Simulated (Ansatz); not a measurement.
## What a change does: single-point calculation on C2H4Br

System: C2H4Br, charge +1, SMILES C[CH+]Br.
Method of run 1: RKS PBE-D4/def2-TZVPP (Ansatz 0.2.0).

The geometry comes from this level: PBE0-D4/def2-TZVP. Text and figures count atoms from 1; the logs count them from 0 in places.

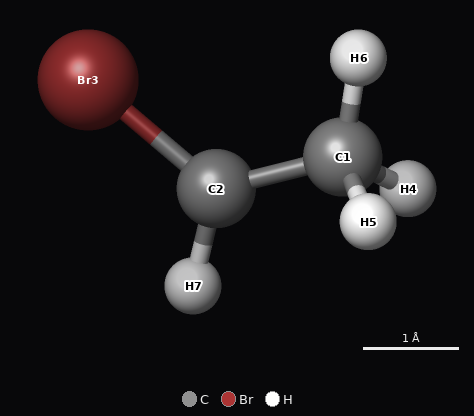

**Figure 1.** The input geometry (ball-and-stick view, seen at a tilt; atoms are numbered from 1 in the order of the input). Bond lengths as drawn: Br–C 1.77 Å, C–C 1.43 Å and C–H 1.09 to 1.11 Å.

**Input, run 1**
```yaml
crystal:
  periodic: [false, false, false]
  atoms:
    - {symbol: C, position_ang: [-0.515411, 0.438491, 0.027214]}
    - {symbol: C, position_ang: [0.567186, -0.490330, -0.108117]}
    - {symbol: Br, position_ang: [1.508228, -1.157238, 1.236291]}
    - {symbol: H, position_ang: [-1.390325, 0.001671, -0.489403]}
    - {symbol: H, position_ang: [-0.283415, 1.309564, -0.613650]}
    - {symbol: H, position_ang: [-0.754618, 0.737698, 1.043870]}
    - {symbol: H, position_ang: [0.868355, -0.839866, -1.096205]}
basis:
  gaussian: {orbitals: def2-TZVPP}
total_charge: 1
hamiltonian: {xc: pbe, dispersion: d4}
```

Launched with:
```bash
ansatz run in.yaml --threads 2 --pin off --events-out ev --progress --plain --max-ram 4352MiB
```

Hardware: 2 threads of Intel Xeon, 11 GiB of memory available, shared host.

**Output (run 1)**
```
Functional definition: PBE
  parameter kappa = 0.804
  parameter beta = 0.06672455060314922
  exchange = pbe_x(kappa = kappa, mu = beta*pi^2/3)
  correlation = pbe_c(beta = beta)
972 factors; their error is unknown
mean field evaluation 1: about -72131.9362 eV, gradient 1.1e2 eV
mean field evaluation 2: about -71986.9040 eV, gradient 2.1e2 eV
mean field evaluation 4: about -72163.5681 eV, gradient 1.0e1 eV
mean field evaluation 8: about -72163.8282 eV, gradient 2.6e-1 eV
mean field evaluation 16: about -72163.7891 eV, gradient 3.2e-4 eV
mean field -72163.78909483 eV, -2651.9703348621 hartree, gradient 4.6e-5 eV, S^2 0.000000; 0 other end points of the search recorded, 0 dependent functions left out
reference -72163.78912740 eV, -2651.9703360590 hartree; 25, 25 occupied and 141, 141 virtual orbitals, 972 factors
Total energy: -72163.88320592 eV, -2651.9737933806 hartree
```

For run 2 the input was changed thus:
```diff
-    - {symbol: C, position_ang: [-0.515411, 0.438491, 0.027214]}
-    - {symbol: C, position_ang: [0.567186, -0.490330, -0.108117]}
-    - {symbol: Br, position_ang: [1.508228, -1.157238, 1.236291]}
-    - {symbol: H, position_ang: [-1.390325, 0.001671, -0.489403]}
-    - {symbol: H, position_ang: [-0.283415, 1.309564, -0.613650]}
-    - {symbol: H, position_ang: [-0.754618, 0.737698, 1.043870]}
-    - {symbol: H, position_ang: [0.868355, -0.839866, -1.096205]}
+    - {symbol: C, position_ang: [-0.085906, 0.047131, -0.474918]}
+    - {symbol: C, position_ang: [0.869458, -0.718107, -0.132813]}
+    - {symbol: Br, position_ang: [2.152442, -1.745029, 0.331950]}
+    - {symbol: H, position_ang: [-1.092864, -0.349987, -0.631986]}
+    - {symbol: H, position_ang: [0.080366, 1.118813, -0.618028]}
+    - {symbol: H, position_ang: [-1.583771, 1.715175, 1.815079]}
+    - {symbol: H, position_ang: [-2.014269, 1.105373, 1.848051]}
```

How does run 2 compare with run 1?

With the same method and basis, run 2 lies 55.5 kcal/mol higher.

**Output (run 2)**
```
Functional definition: PBE
  parameter kappa = 0.804
  parameter beta = 0.06672455060314922
  exchange = pbe_x(kappa = kappa, mu = beta*pi^2/3)
  correlation = pbe_c(beta = beta)
972 factors; their error is unknown
mean field evaluation 1: about -72120.4063 eV, gradient 1.3e2 eV
mean field evaluation 2: about -71780.3273 eV, gradient 2.7e2 eV
mean field evaluation 4: about -72149.7710 eV, gradient 6.5e1 eV
mean field evaluation 8: about -72161.4277 eV, gradient 9.8e-2 eV
mean field evaluation 16: about -72161.3949 eV, gradient 5.3e-5 eV
mean field -72161.39490343 eV, -2651.8823499510 hartree, gradient 5.3e-5 eV, S^2 0.000000; 0 other end points of the search recorded, 0 dependent functions left out
reference -72161.39494239 eV, -2651.8823513826 hartree; 25, 25 occupied and 141, 141 virtual orbitals, 972 factors
Total energy: -72161.47791977 eV, -2651.8854007451 hartree
```

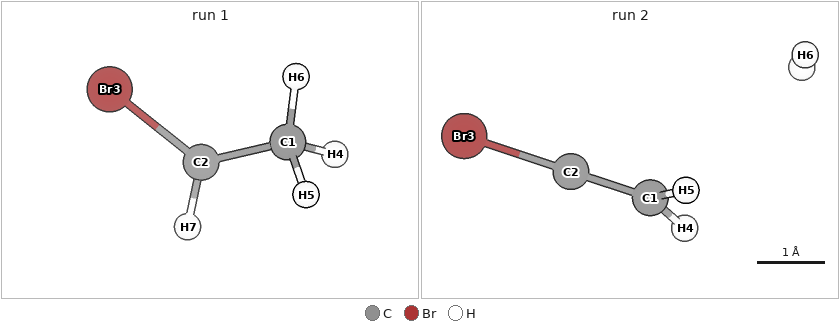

**Figure 2.** The two input geometries at one scale (ball-and-stick view, seen at a tilt). The atom that moves furthest after the best rigid fit is H7 (3.81 Å). Largest moves by element: H 3.81 Å, Br 1.23 Å, C 1.21 Å. Among the contacts that change: C2–H7 1.091 → 3.945 Å, H6–H7 3.115 → 0.747 Å, C1–H6 1.086 → 3.205 Å, C1–C2 1.433 → 1.271 Å.

**The two runs side by side**

| quantity | run 1 | run 2 |
| --- | --- | --- |
| outcome | converged | converged |
| total energy (hartree) | −2651.973793 | −2651.885401 |
| basis functions | 166 | 166 |
| wall time (shared host) | 0.85 s | 0.75 s |
